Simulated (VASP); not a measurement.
# Au (Gold): the relaxed cell at several levels

Aim: relax Au (Gold) at several levels and hold each cell against experiment. The levels: LDA, PBEsol, PBE, r2SCAN, PBE + D3(BJ), r2SCAN + rVV10, AM05 and SCAN. LASPH is on for some levels and off for others; the table marks which. The start is a cell from a database of measured crystal structures.

Calculated with VASP 6.6.1; LDA; plane waves and PAW (Au), in the first sound run; inputs show where later runs differ.

**What experiment says.**

“Mechanisms for carbon adsorption on Au(110)-(2*1): A work function analysis” (2018, arxiv:1805.06931) quotes from earlier work for Au, fcc (bulk gold, literature value, 298 K): lattice constant a (cubic lattice constant) 4.078 Å [Literature room-temperature value quoted in the computational methods part; includes …].

This is a report of a sequence of runs, with most program output left out.

The database entry behind the starting cell differs from later determinations by our own check (0.1 to 0.3 % short, probably kX units), so it need not match the best structure at ambient conditions.

## Step 1: The structure

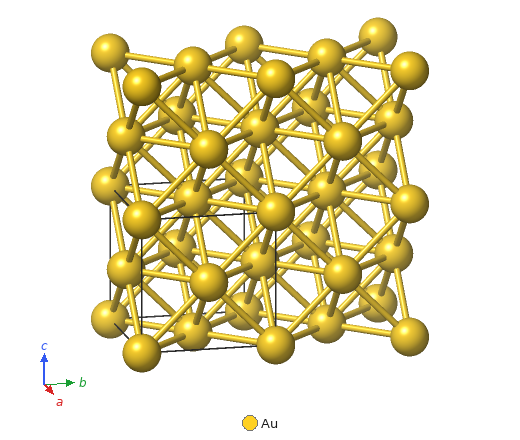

The cell as given, slightly off an axis (gold yellow). 1×2×2 cells are drawn. This picture shows the conventional cell, with its axes. Some periodic images of atoms are drawn too.

## Step 2: Relaxation with LDA

Properties are meant for the cell that this level of theory prefers, so cell and atoms are relaxed first (ISIF = 3) until forces and stress are small; EDIFFG sets the threshold. LDA, the lowest rung, knows the local density alone.

INCAR reads:

```
SYSTEM = Au
PREC = Accurate
ENCUT = 520
EDIFF = 1E-06
NELM = 100
ISMEAR = -1
SIGMA = 0.05
LREAL = .FALSE.
ALGO = Normal
GGA = CA
NBANDS = 11
LORBIT = 11
LWAVE = .FALSE.
LCHARG = .FALSE.
KPAR = 2
IBRION = 2
NSW = 60
ISIF = 3
EDIFFG = -0.01
```

POSCAR reads:

```
Au
1.0
    0.0000000000      2.0350000000      2.0350000000
    2.0350000000      0.0000000000      2.0350000000
    2.0350000000      2.0350000000      0.0000000000
Au
1
Direct
    0.0000000000      0.0000000000      0.0000000000
```

KPOINTS reads:

```
Automatic mesh
0
Gamma
8 8 8
0 0 0
```

Potentials, in the order of the species: Au (PBE family, release 64).

Run with:

```bash
$ mpirun -np 2 vasp_std
```

Wall time 5.4 s (2 MPI ranks of Intel Xeon Platinum 8488C (Sapphire Rapids), shared host); peak memory 0.23 GiB.

This run has no spin polarisation. Its electron count is odd, so without a moment it is a metal by construction. The k-mesh is coarse for a metal. The PAW data sets were made with PBE, though LDA sets exist; this is a small mismatch. The run keeps the 48 symmetry operations of its start, so it cannot find a distortion of lower symmetry.

Step by step:

| step | energy less that of the first step (eV) | largest force (eV/Å) | pressure (GPa) | volume (Å³) |
| --- | --- | --- | --- | --- |
| 1 | 0.0000 | 0.0000 | -1.12 | 16.85 |
| 2 | 0.0009 | 0.0000 | 2.20 | 16.57 |
| 3 | -0.0004 | 0.0000 | 0.02 | 16.75 |

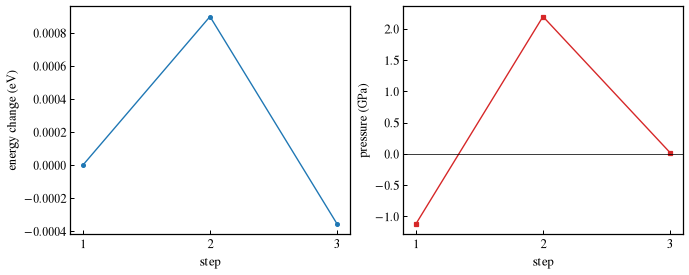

Energy and pressure along the relaxation.

| conventional cell, symmetrised | before | after | change |
| --- | --- | --- | --- |
| a (Å) | 4.070 | 4.062 | -0.2 % |
| b (Å) | 4.070 | 4.062 | -0.2 % |
| c (Å) | 4.070 | 4.062 | -0.2 % |
| volume (Å³/atom) | 16.85 | 16.75 | -0.6 % |

The relaxed structure:

```
Au
1.0
     0.00000    2.03096    2.03096
     2.03096    0.00000    2.03096
     2.03096    2.03096    0.00000
Au
1
Direct
  0.00000 0.00000 0.00000
```

This step gave:

| Quantity | Value |
| --- | --- |
| electrons | 11 |
| bands | 11 |
| irreducible k-points | 29 |
| symmetry operations | 48 |
| free energy (TOTEN) | -4.440 eV |
| energy at zero smearing | -4.438 eV |
| Fermi energy | 9.420 eV |
| pressure | 0.01960 GPa |
| metallic | yes |
| SCF cycles over all ionic steps | 21 |

It ends with forces that vanish by symmetry and a pressure of 0.02 GPa. The volume lies -0.6 % from that of the database's start, which holds the thermal and zero-point expansion of its experiment. The conventional cell has a = 4.062 Å.

## Step 3: Relaxation with PBEsol

This step: PBEsol; plane waves and PAW (Au) (VASP 6.6.1).

PBEsol restores the gradient expansion of exchange and is tuned for the cells of solids.

INCAR: that of step 2 with these lines changed.

```diff
@@ -9,3 +9,3 @@
 ALGO = Normal
-GGA = CA
+GGA = PS
 NBANDS = 11
```

POSCAR is that of step 2.

KPOINTS is that of step 2.

Run with:

```bash
$ mpirun -np 2 vasp_std
```

It took 6.6 s on 2 MPI ranks; peak memory 0.26 GiB; 8.2 s of CPU time.

The PAW data sets were made with PBE, which is usual practice but a small mismatch for other functionals.

The steps of the relaxation:

| step | energy less that of the first step (eV) | largest force (eV/Å) | pressure (GPa) | volume (Å³) |
| --- | --- | --- | --- | --- |
| 1 | 0.0000 | 0.0000 | 2.43 | 16.85 |
| 2 | 0.0032 | 0.0000 | -3.80 | 17.48 |
| 3 | -0.0017 | 0.0000 | -0.01 | 17.08 |

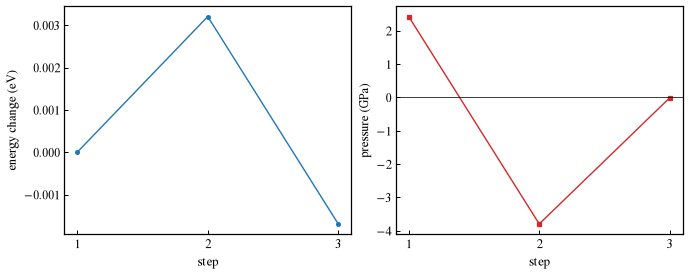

Energy and pressure along the relaxation.

| conventional cell, symmetrised | before | after | change |
| --- | --- | --- | --- |
| a (Å) | 4.070 | 4.088 | +0.5 % |
| b (Å) | 4.070 | 4.088 | +0.5 % |
| c (Å) | 4.070 | 4.088 | +0.5 % |
| volume (Å³/atom) | 16.85 | 17.08 | +1.4 % |

Final coordinates:

```cif
data_structure
_symmetry_space_group_name_H-M 'P 1'
_symmetry_Int_Tables_number 1
_cell_length_a 2.8909
_cell_length_b 2.8909
_cell_length_c 2.8909
_cell_angle_alpha 60.000
_cell_angle_beta 60.000
_cell_angle_gamma 60.000
_cell_volume 17.08
loop_
_atom_site_label
_atom_site_type_symbol
_atom_site_fract_x
_atom_site_fract_y
_atom_site_fract_z
_atom_site_occupancy
Au1 Au 0.00000 0.00000 0.00000 1
```

This step gave:

| Quantity | Value |
| --- | --- |
| free energy (TOTEN) | -3.887 eV |
| energy at zero smearing | -3.884 eV |
| Fermi energy | 9.187 eV |
| pressure | -0.01108 GPa |
| SCF cycles over all ionic steps | 25 |

It ends at 17.08 Å³/atom, +1.4 % from the start, with -0.01 GPa left. The conventional cell has a = 4.088 Å.

## Step 4: Relaxation with PBE

This step: PBE; plane waves and PAW (Au) (VASP 6.6.1).

PBE, the usual starting point, adds the gradient of the density.

INCAR: that of step 3 with these lines changed.

```diff
@@ -9,3 +9,3 @@
 ALGO = Normal
-GGA = PS
+GGA = PE
 NBANDS = 11
```

POSCAR is that of step 3.

KPOINTS is that of step 3.

Run with:

```bash
$ mpirun -np 2 vasp_std
```

Wall time 7.4 s (2 MPI ranks); peak memory 0.26 GiB; 11 s of CPU time.

Relaxation path:

| step | energy less that of the first step (eV) | largest force (eV/Å) | pressure (GPa) | volume (Å³) |
| --- | --- | --- | --- | --- |
| 1 | 0.0000 | 0.0000 | 11.50 | 16.85 |
| 2 | 0.0325 | 0.0000 | -10.41 | 19.98 |
| 3 | -0.0391 | 0.0000 | -0.23 | 18.07 |
| 4 | -0.0392 | 0.0000 | -0.04 | 18.04 |

| conventional cell, symmetrised | before | after | change |
| --- | --- | --- | --- |
| a (Å) | 4.070 | 4.163 | +2.3 % |
| b (Å) | 4.070 | 4.163 | +2.3 % |
| c (Å) | 4.070 | 4.163 | +2.3 % |
| volume (Å³/atom) | 16.85 | 18.04 | +7.0 % |

Final coordinates:

```cif
data_structure
_symmetry_space_group_name_H-M 'P 1'
_symmetry_Int_Tables_number 1
_cell_length_a 2.9439
_cell_length_b 2.9439
_cell_length_c 2.9439
_cell_angle_alpha 60.000
_cell_angle_beta 60.000
_cell_angle_gamma 60.000
_cell_volume 18.04
loop_
_atom_site_label
_atom_site_type_symbol
_atom_site_fract_x
_atom_site_fract_y
_atom_site_fract_z
_atom_site_occupancy
Au1 Au 0.00000 0.00000 0.00000 1
```

It ends at 18.04 Å³/atom, +7.0 % from the start, with -0.04 GPa left. The conventional cell has a = 4.163 Å.

## Step 5: Relaxation with r2SCAN

This step: r2SCAN; plane waves and PAW (Au) (VASP 6.6.1).

r2SCAN adds the kinetic-energy density, costs more than a GGA and is run with LASPH.

INCAR: that of step 4 with these lines changed.

```diff
@@ -9,3 +9,4 @@
 ALGO = Normal
-GGA = PE
+METAGGA = R2SCAN
+LASPH = .TRUE.
 NBANDS = 11
```

POSCAR is that of step 4.

KPOINTS is that of step 4.

Run with:

```bash
$ mpirun -np 2 vasp_std
```

Run time: 27 s. Hardware: 2 MPI ranks; peak memory 0.27 GiB.

The steps of the relaxation:

| step | energy less that of the first step (eV) | largest force (eV/Å) | pressure (GPa) | volume (Å³) |
| --- | --- | --- | --- | --- |
| 1 | 0.0000 | 0.0000 | 8.26 | 16.85 |
| 2 | 0.0254 | 0.0000 | -9.34 | 19.06 |
| 3 | -0.0195 | 0.0000 | -0.11 | 17.68 |
| 4 | -0.0196 | 0.0000 | 0.07 | 17.66 |

| conventional cell, symmetrised | before | after | change |
| --- | --- | --- | --- |
| a (Å) | 4.070 | 4.134 | +1.6 % |
| b (Å) | 4.070 | 4.134 | +1.6 % |
| c (Å) | 4.070 | 4.134 | +1.6 % |
| volume (Å³/atom) | 16.85 | 17.66 | +4.8 % |

The relaxed structure:

```cif
data_structure
_symmetry_space_group_name_H-M 'P 1'
_symmetry_Int_Tables_number 1
_cell_length_a 2.9230
_cell_length_b 2.9230
_cell_length_c 2.9230
_cell_angle_alpha 60.000
_cell_angle_beta 60.000
_cell_angle_gamma 60.000
_cell_volume 17.66
loop_
_atom_site_label
_atom_site_type_symbol
_atom_site_fract_x
_atom_site_fract_y
_atom_site_fract_z
_atom_site_occupancy
Au1 Au 0.00000 0.00000 0.00000 1
```

It ends at 17.66 Å³/atom, +4.8 % from the start, with 0.07 GPa left. The conventional cell has a = 4.134 Å.

## Step 6: Relaxation with PBE + D3(BJ)

This step: PBE with D3(BJ); plane waves and PAW (Au) (VASP 6.6.1).

A dispersion term adds the long-range attraction that semilocal functionals lack. D3 with Becke-Johnson damping keeps a finite attraction at short range.

INCAR: that of step 5 with these lines changed.

```diff
@@ -9,4 +9,4 @@
 ALGO = Normal
-METAGGA = R2SCAN
-LASPH = .TRUE.
+GGA = PE
+IVDW = 12
 NBANDS = 11
```

POSCAR is that of step 5.

KPOINTS is that of step 5.

Run with:

```bash
$ mpirun -np 2 vasp_std
```

Elapsed: 7 s, on 2 MPI ranks; peak memory 0.28 GiB; 8.9 s of CPU time.

Dispersion corrections of this kind ignore metallic screening and tend to overbind metals.

It ends at 17.33 Å³/atom, +2.8 % from the start, with -0.04 GPa left. The conventional cell has a = 4.108 Å. Against plain PBE, the dispersion term moves a by -1.3 %.

## Step 7: Relaxation with r2SCAN + rVV10

This step: r2SCAN with rVV10; plane waves and PAW (Au) (VASP 6.6.1).

LUSE_VDW switches on a nonlocal correlation term for dispersion.

INCAR: that of step 6 with these lines changed.

```diff
@@ -9,4 +9,8 @@
 ALGO = Normal
-GGA = PE
-IVDW = 12
+METAGGA = R2SCAN
+LUSE_VDW = .TRUE.
+IVDW_NL = 2
+BPARAM = 11.95
+CPARAM = 0.0093
+LASPH = .TRUE.
 NBANDS = 11
```

POSCAR is that of step 6.

KPOINTS is that of step 6.

Run with:

```bash
$ mpirun -np 2 vasp_std
```

Wall time 57 s (2 MPI ranks); peak memory 0.39 GiB.

It ends at 17.46 Å³/atom, +3.6 % from the start, with -0.05 GPa left. The conventional cell has a = 4.118 Å. Against plain r2SCAN, the dispersion term moves a by -0.4 %.

## Step 8: Relaxation with AM05

This step: AM05; plane waves and PAW (Au) (VASP 6.6.1).

AM05 is built from the electron gas and the surface model, and does well on lattice constants.

INCAR: that of step 7 with these lines changed.

```diff
@@ -9,8 +9,3 @@
 ALGO = Normal
-METAGGA = R2SCAN
-LUSE_VDW = .TRUE.
-IVDW_NL = 2
-BPARAM = 11.95
-CPARAM = 0.0093
-LASPH = .TRUE.
+GGA = AM
 NBANDS = 11
```

POSCAR is that of step 7.

KPOINTS is that of step 7.

Run with:

```bash
$ mpirun -np 2 vasp_std
```

Elapsed: 7.6 s, on 2 MPI ranks; peak memory 0.26 GiB.

It ends at 17.01 Å³/atom, +0.9 % from the start, with 0.00 GPa left. The conventional cell has a = 4.083 Å.

## Step 9: Relaxation with SCAN

This step: SCAN; plane waves and PAW (Au) (VASP 6.6.1).

SCAN adds the kinetic-energy density; it is numerically more delicate than r2SCAN.

INCAR: that of step 8 with these lines changed.

```diff
@@ -9,3 +9,4 @@
 ALGO = Normal
-GGA = AM
+METAGGA = SCAN
+LASPH = .TRUE.
 NBANDS = 11
```

POSCAR is that of step 8.

KPOINTS is that of step 8.

Run with:

```bash
$ mpirun -np 2 vasp_std
```

It took 32 s on 2 MPI ranks; peak memory 0.26 GiB.

It ends at 17.17 Å³/atom, +1.9 % from the start, with 0.00 GPa left. The conventional cell has a = 4.096 Å.

## Step 10: The cells as a table

This step: relaxed cells at several levels; plane waves and PAW (VASP 6.6.1).

Derived from the runs above.

Lengths are those of the conventional cell; cost is the wall time of each run, as given at its step, times its ranks, without the set-up around it; LASPH differs between rows, which moves results and costs too. Results by level, by row:

| level | volume (Å³/atom) | change from the start (%) | a (Å) | cost (core minutes) | LASPH |
| --- | --- | --- | --- | --- | --- |
| LDA | 16.75 | -0.6 | 4.062 | 0.18 | off |
| PBEsol | 17.08 | 1.4 | 4.088 | 0.22 | off |
| PBE | 18.04 | 7 | 4.163 | 0.247 | off |
| r2SCAN | 17.66 | 4.8 | 4.134 | 0.9 | on |
| PBE + D3(BJ) | 17.33 | 2.8 | 4.108 | 0.233 | off |
| r2SCAN + rVV10 | 17.46 | 3.6 | 4.118 | 1.9 | on |
| AM05 | 17.01 | 0.9 | 4.083 | 0.253 | off |
| SCAN | 17.17 | 1.9 | 4.096 | 1.07 | on |

## Step 11: Results

| Item | Value |
| --- | --- |
| volume, LDA | 16.75 Å³/atom |
| volume, PBEsol | 17.08 Å³/atom |
| volume, PBE | 18.04 Å³/atom |
| volume, r2SCAN | 17.66 Å³/atom |
| volume, PBE + D3(BJ) | 17.33 Å³/atom |
| volume, r2SCAN + rVV10 | 17.46 Å³/atom |
| volume, AM05 | 17.01 Å³/atom |
| volume, SCAN | 17.17 Å³/atom |

What this shows: For Au (Gold) the levels give volumes between 16.75 Å³/atom (LDA) and 18.04 Å³/atom (PBE), a spread of 7.7 %, while the cost of the finished runs spans a factor of 11. Within 1 % of experiment on every length: LDA, PBEsol, PBE + D3(BJ), r2SCAN + rVV10, AM05 and SCAN. The nearest, AM05, is among the cheap ones. Thermal and zero-point expansion, often some tenths of a per cent in length, bear on this order: with the measured lengths lowered by an assumed 0.4 % the nearest becomes LDA. The costs hold the number of ionic steps as well as the price of the functional. The closing table has room for seven levels; SCAN stands in the table of levels alone. Adding D3(BJ) to PBE changes the volume by -3.9 % (a by -1.3 %). Adding rVV10 to r2SCAN changes the volume by -1.1 % (a by -0.4 %). Pairwise corrections of the D and TS kind ignore the screening in a metal, so they may overbind here. Within 0.02 Å all end in space group Fm-3m; the runs can't lower the symmetry of the start. The k-sampling is coarse for a metal, so the Fermi level, pressures and the shape of the cell carry errors. Spin-orbit coupling is left out. LASPH is on for some levels and off for others, so differences between them are not the functional's alone. Each is a single relaxation on the plane waves of the start cell, so larger changes of volume carry a basis-set error that was not tested here.

Calculation against experiment:

| quantity | measured | LDA | PBEsol | PBE | r2SCAN | PBE + D3(BJ) | r2SCAN + rVV10 | AM05 |
| --- | --- | --- | --- | --- | --- | --- | --- | --- |
| lattice constant a (Å) | 4.078 | 4.062 (-0.4 %) | 4.088 (+0.3 %) | 4.163 (+2.1 %) | 4.134 (+1.4 %) | 4.108 (+0.7 %) | 4.118 (+1.0 %) | 4.083 (+0.1 %) |

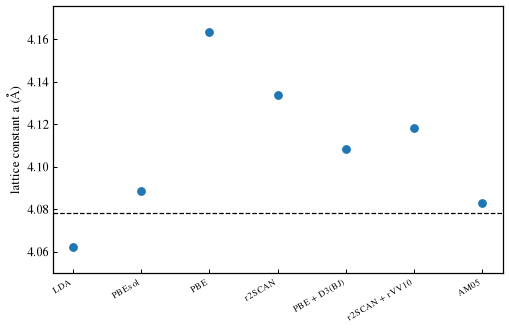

The lattice constant a by level; the dashed line is the measured value.

Measured values from arxiv:1805.06931 (2018).

**Verdict.** For the lattice constant a, of the levels listed nearest comes AM05 (+0.1 %, good agreement) and farthest PBE (+2.1 %, a clear miss). The grades are ours: good and fair within 0.7 and 1.5 % for the lattice constant a. Zero-point motion and thermal expansion (measured at up to 298 K) are not in the computed lattice constants.

[Lines on the potential files, build, host, timing and source positions are cut from VASP's logs without a mark.]

[Logs are printed without paths, hosts, clocks, repeated set-up lines and the standing remarks that a program may print on its own settings, such as how far it seeks lower states.]

[Hosts, paths, dates, database ids (printed as entryN), source tags and the programs' standing remarks are cut or masked in the printed files.]

[A measured line is paired with the nearest computed mode of its activity, which favours agreement.]
